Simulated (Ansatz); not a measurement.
# Copper, omega (AlB2-type) under r²SCAN: from relaxation to bulk modulus, part 2 of 2

What does r²SCAN give for copper in the omega (AlB2-type) structure? We relax it, solve it on a dense k-mesh, then scale the cell to 7 volumes from 88 to 112 % of the relaxed one and try a fit of the equation of state. Spin polarisation is left out. The k-meshes are 9×9×13 for the relaxation; 12×12×17 for the dense run; 10×10×14 for the volumes.

Ansatz 0.2.0; DFT, r2SCAN, plane waves (500 eV) with PAW, scalar-relativistic. The steps go on from the part before.

## (4) Equation of state: 88 %

input.yaml

```yaml
crystal:
  lattice:
    - [3.8957733396, 0.0, 0.0]
    - [-1.9478866698, 3.3738386795, 0.0]
    - [0.0, 0.0, 2.3383547827]
  atoms:
    - { symbol: Cu, position: [1.0, 1.0, 0.0] }
    - { symbol: Cu, position: [0.3333333333, 0.6666666667, 0.5] }
    - { symbol: Cu, position: [0.6666666667, 0.3333333333, 0.5] }
hamiltonian:
  xc: r2scan
  pseudopotentials:
    kind: paw
    azcp:
      Cu: "pseudopotentials/Cu.paw.azcp"
basis:
  ecutwfc: 500
  fft_grid_basis: typed
kpoints:
  mp_grid: { grid: [10, 10, 14], shift: [0, 0, 0] }
magnetization:
  spin_polarized: false
scf:
  occupations: { method: fermi_dirac, width: 0.1 }
  lower_state_search: "off"
output:
  stress: true
```

Launch:

```
> ansatz run input.yaml --threads 1 --pin off --max-ram 3584MiB --backend cpu --events-out ev --progress --plain --runs-dir out
```

The program printed, cut to the lines that bear on the results:

```text
[...]
Pseudopotentials: kind: paw
Pseudopotential: Cu, paw, valence charge 19, recommended cutoff 500 eV (meta_gga), <dir>
Functional definition: r2SCAN
[...]
Crystal: 3 atoms, lattice volume = 30.735 Å³
Basis set: ecut = 500 eV, 783 PW (Γ), exchange–correlation on 120×120×72 points (64 copies of the dense FFT grid, shifted against one another)
Bands: 33, of which v1, the nominal top of the filled ones, is band 29 counted from 1 (28 counted from 0)
Symmetry: 24 space group operations
Space group: P6/mmm (ITA 191), of the structure as read, at distance tolerance 3.1e-5 Å
k-points: 112 of 1400
[...]
SCF iter   1: F=-19892.995563 eV  HF=-19893.208052 eV  |F-HF|=2.12e-1  |Δ(HF+E_count)|=         —  Δρ=4.01e-2  dr2=2.65e-1  dr2_τ=1.90e-3  ethr=1.77e-3  ⟨swp⟩=5.0  Hψ=12294  notcnv=0
[...]
SCF iter   8: F=-19893.162521 eV  HF=-19893.162521 eV  |F-HF|=1.70e-8  |Δ(HF+E_count)|=   3.04e-7  Δρ=1.21e-5  dr2=2.66e-8  dr2_τ=4.44e-10  ethr=1.75e-10  ⟨swp⟩=4.1  Hψ=13529  notcnv=0
[...]
SCF converged after 8 iterations
Free energy (F): -19893.162521 eV
[...]
E sigma→0 (E₀):  -19893.147808 eV
Entropy (-TS):   -0.029425 eV (-9.808 meV/atom)
Fermi energy:    19.874040 eV
[...]
--- Stress (GPa, compression-positive) ---
       27.801770      -0.000000       0.000000
        0.000000      27.801770       0.000000
        0.000000       0.000000      26.906303
  P = ⅓ Tr σ = 27.5033 GPa (275.033 kbar)
```

It took 20 s on 1 thread of Intel Xeon Platinum 8259CL at 2.50GHz (Skylake/Cascade Lake), shared host; peak memory 0.63 GiB.

## (5) Equation of state: 92 %

input.yaml, as its differences from that of step 4:

```diff
@@ -2,5 +2,5 @@
   lattice:
-    - [3.8957733396, 0.0, 0.0]
-    - [-1.9478866698, 3.3738386795, 0.0]
-    - [0.0, 0.0, 2.3383547827]
+    - [3.953927784, 0.0, 0.0]
+    - [-1.976963892, 3.4242019057, 0.0]
+    - [0.0, 0.0, 2.3732607466]
   atoms:
@@ -27 +27,5 @@
   stress: true
+  write_density: true
+  write_potential: true
+  elf: true
+  volumetric_format: npy
```

Launch:

```
> ansatz run input.yaml --threads 1 --pin off --max-ram 3584MiB --backend cpu --events-out ev --progress --plain --runs-dir out
```

The program printed, cut to the lines that bear on the results:

```text
[...]
Pseudopotentials: kind: paw
Pseudopotential: Cu, paw, valence charge 19, recommended cutoff 500 eV (meta_gga), <dir>
Functional definition: r2SCAN
[...]
Crystal: 3 atoms, lattice volume = 32.132 Å³
Basis set: ecut = 500 eV, 795 PW (Γ), exchange–correlation on 120×120×72 points (64 copies of the dense FFT grid, shifted against one another)
Bands: 35, of which v1, the nominal top of the filled ones, is band 29 counted from 1 (28 counted from 0)
Symmetry: 24 space group operations
Space group: P6/mmm (ITA 191), of the structure as read, at distance tolerance 3.2e-5 Å
k-points: 112 of 1400
[...]
SCF iter   1: F=-19893.169580 eV  HF=-19893.400416 eV  |F-HF|=2.31e-1  |Δ(HF+E_count)|=         —  Δρ=4.03e-2  dr2=2.83e-1  dr2_τ=1.94e-3  ethr=1.77e-3  ⟨swp⟩=5.3  Hψ=13252  notcnv=0  defer=55
[...]
SCF iter   8: F=-19893.350385 eV  HF=-19893.350385 eV  |F-HF|=1.24e-8  |Δ(HF+E_count)|=   3.67e-7  Δρ=1.03e-5  dr2=2.10e-8  dr2_τ=4.62e-10  ethr=1.75e-10  ⟨swp⟩=12.0  Hψ=25801  notcnv=0
[...]
SCF converged after 8 iterations
Free energy (F): -19893.350385 eV
[...]
E sigma→0 (E₀):  -19893.335412 eV
Entropy (-TS):   -0.029946 eV (-9.982 meV/atom)
Fermi energy:    18.789305 eV
[...]
--- Stress (GPa, compression-positive) ---
       16.288246      -0.000000       0.000000
       -0.000000      16.288246       0.000000
        0.000000       0.000000      15.569573
  P = ⅓ Tr σ = 16.0487 GPa (160.487 kbar)
--- Band table (eV; the first three rows and the last of 112) ---
[...]
```

Wall time 31 s (1 thread of Intel Xeon Platinum 8259CL at 2.50GHz (Skylake/Cascade Lake), shared host); peak memory 0.67 GiB.

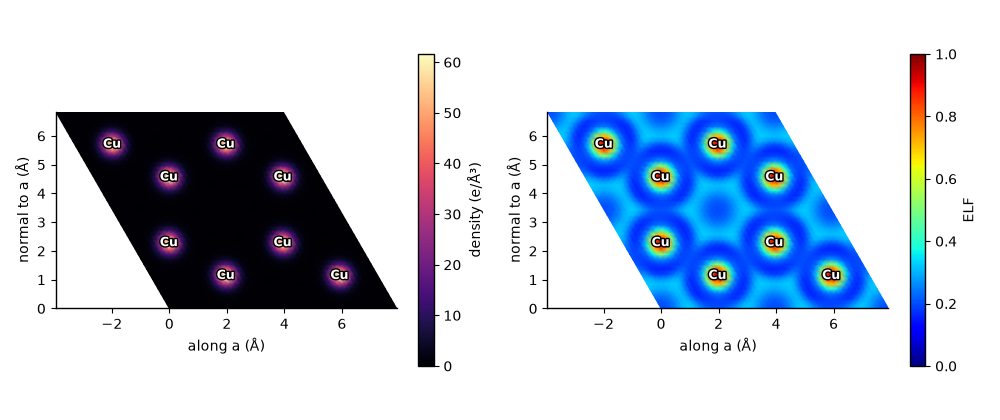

Density (left) and ELF (right) in a lattice plane of the grid's cell (edges 3.95 and 3.95 Å, at 0.500 of the third edge), which holds Cu. Only atoms in the plane are labelled. Both are smooth fields of the valence electrons: close to the nuclei they are not physical.

## (6) Equation of state: 96 %

input.yaml, as its differences from that of step 5:

```diff
@@ -2,5 +2,5 @@
   lattice:
-    - [3.953927784, 0.0, 0.0]
-    - [-1.976963892, 3.4242019057, 0.0]
-    - [0.0, 0.0, 2.3732607466]
+    - [4.0104200991, 0.0, 0.0]
+    - [-2.0052100495, 3.4731256857, 0.0]
+    - [0.0, 0.0, 2.4071690527]
   atoms:
```

Launch:

```
> ansatz run input.yaml --threads 1 --pin off --max-ram 3584MiB --backend cpu --events-out ev --progress --plain --runs-dir out
```

The program printed, cut to the lines that bear on the results:

```text
[...]
Pseudopotentials: kind: paw
Pseudopotential: Cu, paw, valence charge 19, recommended cutoff 500 eV (meta_gga), <dir>
Functional definition: r2SCAN
[...]
Crystal: 3 atoms, lattice volume = 33.529 Å³
Basis set: ecut = 500 eV, 879 PW (Γ), exchange–correlation on 120×120×72 points (64 copies of the dense FFT grid, shifted against one another)
Bands: 35, of which v1, the nominal top of the filled ones, is band 29 counted from 1 (28 counted from 0)
Symmetry: 24 space group operations
Space group: P6/mmm (ITA 191), of the structure as read, at distance tolerance 3.2e-5 Å
k-points: 112 of 1400
[...]
SCF iter   1: F=-19893.254326 eV  HF=-19893.503418 eV  |F-HF|=2.49e-1  |Δ(HF+E_count)|=         —  Δρ=4.06e-2  dr2=3.01e-1  dr2_τ=2.13e-3  ethr=1.77e-3  ⟨swp⟩=5.2  Hψ=13224  notcnv=0  defer=51
[...]
SCF iter   8: F=-19893.449571 eV  HF=-19893.449571 eV  |F-HF|=2.03e-8  |Δ(HF+E_count)|=   3.25e-7  Δρ=1.00e-5  dr2=1.30e-8  dr2_τ=1.52e-9  ethr=1.75e-10  ⟨swp⟩=9.5  Hψ=24983  notcnv=0
[...]
SCF converged after 8 iterations
Free energy (F): -19893.449571 eV
[...]
E sigma→0 (E₀):  -19893.434403 eV
Entropy (-TS):   -0.030336 eV (-10.112 meV/atom)
Fermi energy:    17.797982 eV
[...]
--- Stress (GPa, compression-positive) ---
        7.250474      -0.000000      -0.000000
       -0.000000       7.250474       0.000000
       -0.000000       0.000000       6.681814
  P = ⅓ Tr σ = 7.0609 GPa (70.609 kbar)
--- Band table (eV; the first three rows and the last of 112) ---
[...]
```

Run time: 30 s. Hardware: 1 thread of Intel Xeon Platinum 8259CL at 2.50GHz (Skylake/Cascade Lake), shared host; peak memory 0.66 GiB.

## (7) Equation of state: 100 %

input.yaml, as its differences from that of step 6:

```diff
@@ -2,5 +2,5 @@
   lattice:
-    - [4.0104200991, 0.0, 0.0]
-    - [-2.0052100495, 3.4731256857, 0.0]
-    - [0.0, 0.0, 2.4071690527]
+    - [4.0653641883, 0.0, 0.0]
+    - [-2.0326820941, 3.5207086627, 0.0]
+    - [0.0, 0.0, 2.4401480693]
   atoms:
@@ -27,5 +27 @@
   stress: true
-  write_density: true
-  write_potential: true
-  elf: true
-  volumetric_format: npy
```

Launch:

```
> ansatz run input.yaml --threads 1 --pin off --max-ram 3584MiB --backend cpu --events-out ev --progress --plain --runs-dir out
```

The program printed, cut to the lines that bear on the results:

```text
[...]
Pseudopotentials: kind: paw
Pseudopotential: Cu, paw, valence charge 19, recommended cutoff 500 eV (meta_gga), <dir>
Functional definition: r2SCAN
[...]
Crystal: 3 atoms, lattice volume = 34.926 Å³
Basis set: ecut = 500 eV, 927 PW (Γ), exchange–correlation on 120×120×72 points (64 copies of the dense FFT grid, shifted against one another)
Bands: 33, of which v1, the nominal top of the filled ones, is band 29 counted from 1 (28 counted from 0)
Symmetry: 24 space group operations
Space group: P6/mmm (ITA 191), of the structure as read, at distance tolerance 3.3e-5 Å
k-points: 112 of 1400
[...]
SCF iter   1: F=-19893.269498 eV  HF=-19893.536405 eV  |F-HF|=2.67e-1  |Δ(HF+E_count)|=         —  Δρ=4.07e-2  dr2=3.19e-1  dr2_τ=2.40e-3  ethr=1.77e-3  ⟨swp⟩=4.5  Hψ=12118  notcnv=0
[...]
SCF iter   8: F=-19893.479137 eV  HF=-19893.479136 eV  |F-HF|=1.88e-8  |Δ(HF+E_count)|=   3.78e-7  Δρ=1.03e-5  dr2=1.49e-8  dr2_τ=1.67e-9  ethr=1.75e-10  ⟨swp⟩=2.8  Hψ=13800  notcnv=0
[...]
SCF converged after 8 iterations
Free energy (F): -19893.479137 eV
[...]
E sigma→0 (E₀):  -19893.463803 eV
Entropy (-TS):   -0.030667 eV (-10.222 meV/atom)
Fermi energy:    16.888789 eV
[...]
--- Stress (GPa, compression-positive) ---
        0.154079      -0.000000       0.000000
       -0.000000       0.154079       0.000000
        0.000000       0.000000      -0.284850
  P = ⅓ Tr σ = 0.0078 GPa (0.078 kbar)
```

Run time: 27 s. Hardware: 1 thread of Intel Xeon Platinum 8259CL at 2.50GHz (Skylake/Cascade Lake), shared host; peak memory 0.65 GiB.

## (8) Equation of state: 104 %

input.yaml, as its differences from that of step 7:

```diff
@@ -2,5 +2,5 @@
   lattice:
-    - [4.0653641883, 0.0, 0.0]
-    - [-2.0326820941, 3.5207086627, 0.0]
-    - [0.0, 0.0, 2.4401480693]
+    - [4.1188619573, 0.0, 0.0]
+    - [-2.0594309787, 3.5670390897, 0.0]
+    - [0.0, 0.0, 2.4722589632]
   atoms:
```

Launch:

```
> ansatz run input.yaml --threads 1 --pin off --max-ram 3584MiB --backend cpu --events-out ev --progress --plain --runs-dir out
```

The program printed, cut to the lines that bear on the results:

```text
[...]
Pseudopotentials: kind: paw
Pseudopotential: Cu, paw, valence charge 19, recommended cutoff 500 eV (meta_gga), <dir>
Functional definition: r2SCAN
[...]
Crystal: 3 atoms, lattice volume = 36.323 Å³
Basis set: ecut = 500 eV, 927 PW (Γ), exchange–correlation on 128×128×80 points (64 copies of the dense FFT grid, shifted against one another)
Bands: 33, of which v1, the nominal top of the filled ones, is band 29 counted from 1 (28 counted from 0)
Symmetry: 24 space group operations
Space group: P6/mmm (ITA 191), of the structure as read, at distance tolerance 3.3e-5 Å
k-points: 112 of 1400
[...]
SCF iter   1: F=-19893.230043 eV  HF=-19893.514478 eV  |F-HF|=2.84e-1  |Δ(HF+E_count)|=         —  Δρ=4.09e-2  dr2=3.37e-1  dr2_τ=2.69e-3  ethr=1.77e-3  ⟨swp⟩=4.6  Hψ=12154  notcnv=0
[...]
SCF iter   8: F=-19893.454128 eV  HF=-19893.454128 eV  |F-HF|=2.04e-8  |Δ(HF+E_count)|=   4.59e-7  Δρ=1.15e-5  dr2=3.05e-8  dr2_τ=3.29e-10  ethr=1.75e-10  ⟨swp⟩=2.6  Hψ=13664  notcnv=0
[...]
SCF converged after 8 iterations
Free energy (F): -19893.454128 eV
[...]
E sigma→0 (E₀):  -19893.438629 eV
Entropy (-TS):   -0.030998 eV (-10.333 meV/atom)
Fermi energy:    16.052264 eV
[...]
--- Stress (GPa, compression-positive) ---
       -5.414424       0.000000      -0.000000
        0.000000      -5.414424      -0.000000
       -0.000000      -0.000000      -5.734925
  P = ⅓ Tr σ = -5.5213 GPa (-55.213 kbar)
```

It took 29 s on 1 thread of Intel Xeon Platinum 8259CL at 2.50GHz (Skylake/Cascade Lake), shared host; peak memory 0.67 GiB.

## (9) Equation of state: 108 %

input.yaml, as its differences from that of step 8:

```diff
@@ -2,5 +2,5 @@
   lattice:
-    - [4.1188619573, 0.0, 0.0]
-    - [-2.0594309787, 3.5670390897, 0.0]
-    - [0.0, 0.0, 2.4722589632]
+    - [4.1710049859, 0.0, 0.0]
+    - [-2.0855024929, 3.6121962771, 0.0]
+    - [0.0, 0.0, 2.5035567029]
   atoms:
```

Launch:

```
> ansatz run input.yaml --threads 1 --pin off --max-ram 3584MiB --backend cpu --events-out ev --progress --plain --runs-dir out
```

The program printed, cut to the lines that bear on the results:

```text
[...]
Pseudopotentials: kind: paw
Pseudopotential: Cu, paw, valence charge 19, recommended cutoff 500 eV (meta_gga), <dir>
Functional definition: r2SCAN
[...]
Crystal: 3 atoms, lattice volume = 37.720 Å³
Basis set: ecut = 500 eV, 951 PW (Γ), exchange–correlation on 128×128×80 points (64 copies of the dense FFT grid, shifted against one another)
Bands: 33, of which v1, the nominal top of the filled ones, is band 29 counted from 1 (28 counted from 0)
Symmetry: 24 space group operations
Space group: P6/mmm (ITA 191), of the structure as read, at distance tolerance 3.4e-5 Å
k-points: 112 of 1400
[...]
SCF iter   1: F=-19893.148114 eV  HF=-19893.449212 eV  |F-HF|=3.01e-1  |Δ(HF+E_count)|=         —  Δρ=4.10e-2  dr2=3.55e-1  dr2_τ=2.99e-3  ethr=1.77e-3  ⟨swp⟩=4.6  Hψ=12201  notcnv=0
[...]
SCF iter   8: F=-19893.386355 eV  HF=-19893.386355 eV  |F-HF|=3.41e-8  |Δ(HF+E_count)|=   5.15e-7  Δρ=1.60e-5  dr2=5.46e-8  dr2_τ=8.37e-10  ethr=1.75e-10  ⟨swp⟩=4.0  Hψ=12983  notcnv=0
[...]
SCF converged after 8 iterations
Free energy (F): -19893.386355 eV
[...]
E sigma→0 (E₀):  -19893.370683 eV
Entropy (-TS):   -0.031345 eV (-10.448 meV/atom)
Fermi energy:    15.280449 eV
[...]
--- Stress (GPa, compression-positive) ---
       -9.776320      -0.000000       0.000000
       -0.000000      -9.776320       0.000000
        0.000000       0.000000      -9.984219
  P = ⅓ Tr σ = -9.8456 GPa (-98.456 kbar)
```

Wall time 27 s (1 thread of Intel Xeon Platinum 8259CL at 2.50GHz (Skylake/Cascade Lake), shared host); peak memory 0.68 GiB.

## (10) Equation of state: 112 %

input.yaml, as its differences from that of step 9:

```diff
@@ -2,5 +2,5 @@
   lattice:
-    - [4.1710049859, 0.0, 0.0]
-    - [-2.0855024929, 3.6121962771, 0.0]
-    - [0.0, 0.0, 2.5035567029]
+    - [4.2218759139, 0.0, 0.0]
+    - [-2.110937957, 3.6562517931, 0.0]
+    - [0.0, 0.0, 2.5340908915]
   atoms:
```

Launch:

```
> ansatz run input.yaml --threads 1 --pin off --max-ram 3584MiB --backend cpu --events-out ev --progress --plain --runs-dir out
```

The program printed, cut to the lines that bear on the results:

```text
[...]
Pseudopotentials: kind: paw
Pseudopotential: Cu, paw, valence charge 19, recommended cutoff 500 eV (meta_gga), <dir>
Functional definition: r2SCAN
[...]
Crystal: 3 atoms, lattice volume = 39.117 Å³
Basis set: ecut = 500 eV, 975 PW (Γ), exchange–correlation on 128×128×80 points (64 copies of the dense FFT grid, shifted against one another)
Bands: 33, of which v1, the nominal top of the filled ones, is band 29 counted from 1 (28 counted from 0)
Symmetry: 24 space group operations
Space group: P6/mmm (ITA 191), of the structure as read, at distance tolerance 3.4e-5 Å
k-points: 112 of 1400
[...]
SCF iter   1: F=-19893.033413 eV  HF=-19893.350172 eV  |F-HF|=3.17e-1  |Δ(HF+E_count)|=         —  Δρ=4.10e-2  dr2=3.71e-1  dr2_τ=3.27e-3  ethr=1.77e-3  ⟨swp⟩=4.5  Hψ=12176  notcnv=0
[...]
SCF iter   8: F=-19893.285212 eV  HF=-19893.285212 eV  |F-HF|=4.52e-8  |Δ(HF+E_count)|=   5.78e-7  Δρ=1.80e-5  dr2=7.04e-8  dr2_τ=1.00e-9  ethr=1.75e-10  ⟨swp⟩=4.0  Hψ=12963  notcnv=0
[...]
SCF converged after 8 iterations
Free energy (F): -19893.285212 eV
[...]
E sigma→0 (E₀):  -19893.269370 eV
Entropy (-TS):   -0.031684 eV (-10.561 meV/atom)
Fermi energy:    14.566310 eV
[...]
--- Stress (GPa, compression-positive) ---
      -13.179689      -0.000000       0.000000
       -0.000000     -13.179689       0.000000
        0.000000       0.000000     -13.277321
  P = ⅓ Tr σ = -13.2122 GPa (-132.122 kbar)
```

Wall time 21 s (1 thread of Intel Xeon Platinum 8259CL at 2.50GHz (Skylake/Cascade Lake), shared host); peak memory 0.68 GiB.

## (11) Energy and pressure against volume

All volumes keep the relaxed shape and fractional coordinates.

| V (Å³/atom) | E − E₀ (meV/atom) | P from the stress (GPa) | P from the fit (GPa) |
| --- | --- | --- | --- |
| 10.245 | 105.3 | 27.50 | 27.50 |
| 10.711 | 42.8 | 16.05 | 16.02 |
| 11.176 | 9.8 | 7.06 | 7.03 |
| 11.642 | 0.0 | 0.01 | -0.01 |
| 12.108 | 8.4 | -5.52 | -5.53 |
| 12.573 | 31.0 | -9.85 | -9.86 |
| 13.039 | 64.8 | -13.21 | -13.25 |

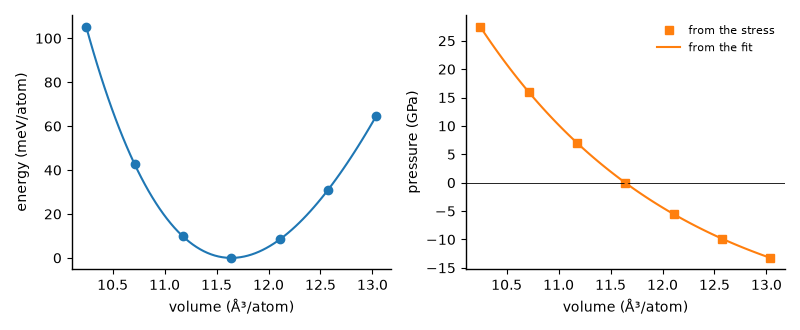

Energy and pressure against volume; the lines are the Birch-Murnaghan fit.

Fit (Birch-Murnaghan, third order): V₀ = 11.641 Å³/atom, B₀ = 156 GPa, B₀′ = 5.1, largest residual 0.02 meV/atom.

## (12) What came out

The summary covers parts 1 to 2.

| quantity | value |
| --- | --- |
| space group (spins left aside) | P6/mmm (No. 191) |
| conventional cell | a = 4.065 Å, c = 2.440 Å (c/a = 0.600) |
| volume | 11.642 Å³/atom |
| shortest distance | 2.347 Å |
| gap on the mesh | none (levels filled in part) |
| relative to fcc | +81 meV/atom |
| V₀, B₀, B₀′ | 11.641 Å³/atom, 156 GPa, 5.1 |

In words: From the guessed start the volume shrank by 1.4 % in 5 steps. It lies 81 meV/atom above the element's reference form at the same level (fcc, from a run of its own). Levels at the Fermi energy are filled in part, as in a metal. The fitted modulus is 156 GPa; letting shape and positions relax at each volume could only lower it. The symmetry was held, so the structure may be unstable against distortions that break it.
